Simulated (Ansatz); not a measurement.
Input

```
crystal:
  lattice:
    - [7.0318402521, 0.0, 0.0]
    - [0.0, 7.0318402521, 0.0]
    - [0.0, 0.0, 7.0318402521]
  atoms:
    - { symbol: Rb, position: [0.5, 0.5, 0.5] }
    - { symbol: Rb, position: [0.5, 0.0, 0.0] }
    - { symbol: Rb, position: [0.0, 0.5, 0.0] }
    - { symbol: Rb, position: [0.0, 0.0, 0.5] }
    - { symbol: Au, position: [0.5, 0.5, 0.0] }
    - { symbol: Au, position: [0.0, 0.5, 0.5] }
    - { symbol: Au, position: [0.5, 0.0, 0.5] }
basis:
  ecutwfc: 420
kpoints:
  mp_grid: { grid: [6, 6, 6] }
hamiltonian:
  xc: pbe
scf:
  occupations: { method: gaussian, width: 0.1 }
output:
  forces: true
  stress: true
  eigenvalues: true
  write_density: true
  write_potential: true
  elf: true
  volumetric_format: npy
relax:
  adjacent_minimum: "off"
  f_tol: 0.01
  max_steps: 80
  cell: { stress_tol: 0.05 }
```

Run with:

```sh
ansatz run input.yaml --threads 1 --pin off --max-ram 2048MiB --backend cpu --events-out ev --progress --plain --runs-dir out
```

Below, planes, directions and counts refer to the conventional cell (a = 7.07 Å, b = 7.07 Å, c = 7.07 Å, α = 90.00°, β = 90.00°, γ = 90.00°).

The fields are those of the relaxed geometry.

Space group Pm-3m; a structure generated by program, which may or may not match a known phase; computed without spin polarisation.

Theory: DFT PBE, scalar-relativistic, plane waves, PAW in Ansatz.

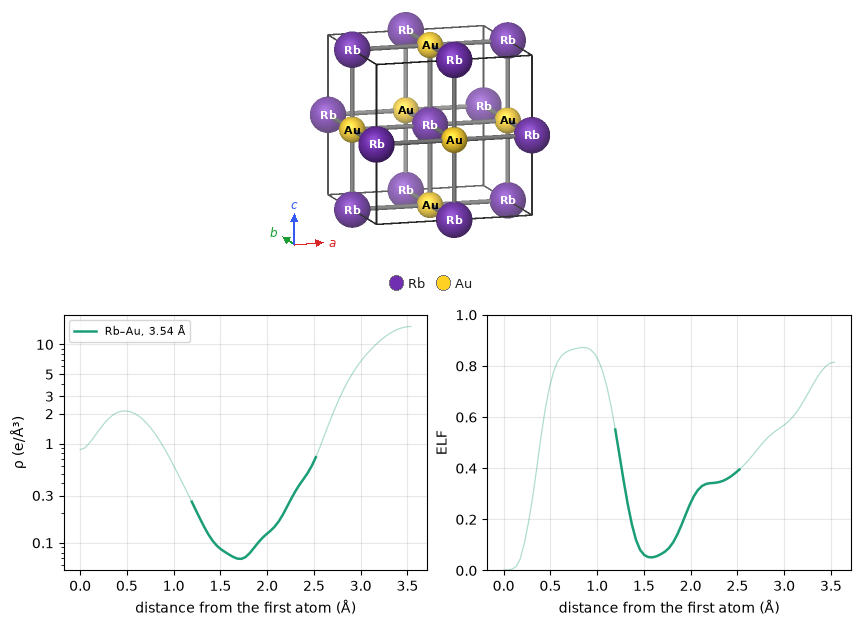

Rb4Au3. Valence pseudo-density and electron localisation function along straight lines between neighbouring atoms. Thin, pale parts lie inside the atomic spheres. The structure is drawn too.

In a PAW calculation such maps are meaningful between the atoms, not at the nuclei.

Q: What can be read from the curves?

A: Rb–Au (3.54 Å): ρ is about 0.07 e/Å³ halfway; the ELF is about 0.10 at the midpoint (no shared electron pair shows on this line).
